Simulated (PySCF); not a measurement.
C₄H₇ClSi

Input file:

```
{"job": {"kind": "nmr", "xc": "PBE0", "basis": "pcSseg-1"}, "charge": 0, "multiplicity": 1}
C     -1.778586    -1.722269     0.368516
Si    -1.536179     0.050254     0.998673
C      0.139996     0.616702     0.451101
C      1.230136     0.988284     0.095620
C      2.539494     1.386580    -0.350672
Cl     3.314808     0.049780    -1.286929
H     -2.749928    -2.112717     0.659612
H     -1.020344    -2.389455     0.769301
H     -1.715122    -1.767404    -0.715297
H     -1.574677     0.095875     2.465627
H     -2.533770     0.956406     0.416649
H      3.196470     1.601529     0.493720
H      2.483314     2.246923    -1.019425
```

Launched as:

```sh
OMP_NUM_THREADS=1 python probes_run.py task.json out
```

Geometry: GFN2-xTB.

Computed with PBE0/pcSseg-1, SCF density, gas phase, non-relativistic in PySCF.

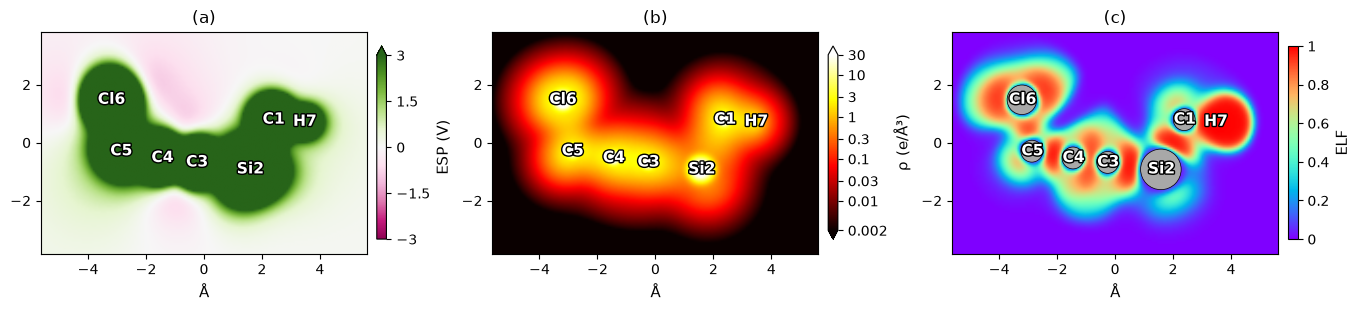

Figure 1. (a) electrostatic potential; (b) electron density; (c) electron localisation function on the plane of atoms C1, Si2 and C3. Grey discs cover the atomic cores in the ELF map.

What do the fields say about this system?

Answer. The plane passes through C, Si, Cl and H nuclei.
C–C (1.21 Å): ρ is about 2.7 e/Å³ halfway; the ELF peaks at about 0.85 between the atoms (a short, multiple covalent bond).
C–Cl (1.81 Å): ρ at the midpoint is about 1.3 e/Å³; the ELF peaks at about 0.90 between the atoms (localised, covalent bonding).
C–Si (1.85 Å): ρ at the midpoint is about 0.92 e/Å³; the ELF peaks at about 0.95 between the atoms; a covalent bond.
C–H (1.09 Å): ρ is about 1.9 e/Å³ halfway; the ELF climbs to about 1 towards the hydrogen, as it does in any bond to H; a covalent bond by its length.
C–Si (1.90 Å): ρ at the midpoint is about 0.92 e/Å³; the ELF peaks at about 0.95 between the atoms (a covalent bond).
The ELF also peaks beside Cl6, away from the bonds: lone-pair regions.
Outside the dense part of the molecule the potential is most negative (−0.9 V) near Cl6.

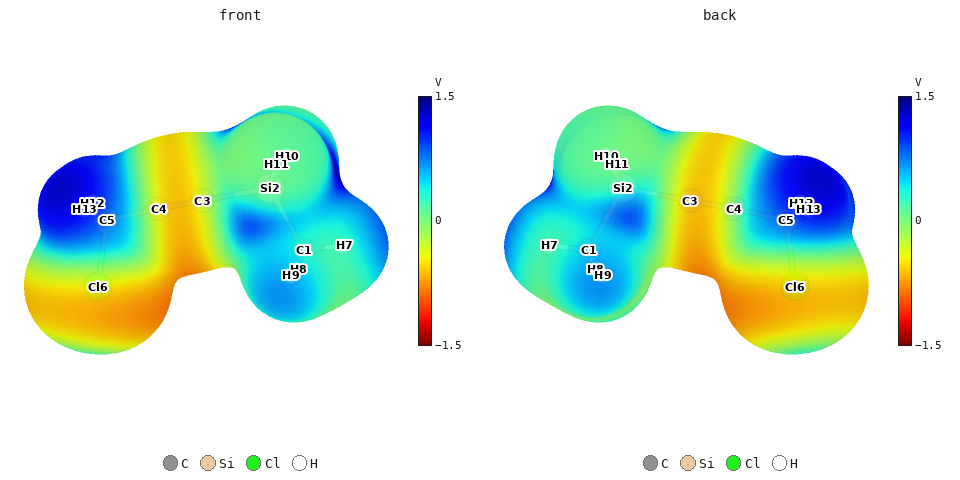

Figure 2. The molecular electrostatic potential painted on the density surface at 0.002 e/bohr³, seen from the front and from behind; red is negative and blue positive.

Where is the surface potential most negative and most positive?

Answer. The most negative region (about −0.8 V) lies over C3, C4 and Cl6, the most positive (about +1.3 V) over Si2, H12 and H13. Cl6 shows a σ-hole: about +0.2 V at the tip opposite its bond, against about −0.6 V on its flanks.

How polar is the molecule by this calculation?

Answer. Its dipole moment is 1.33 D.
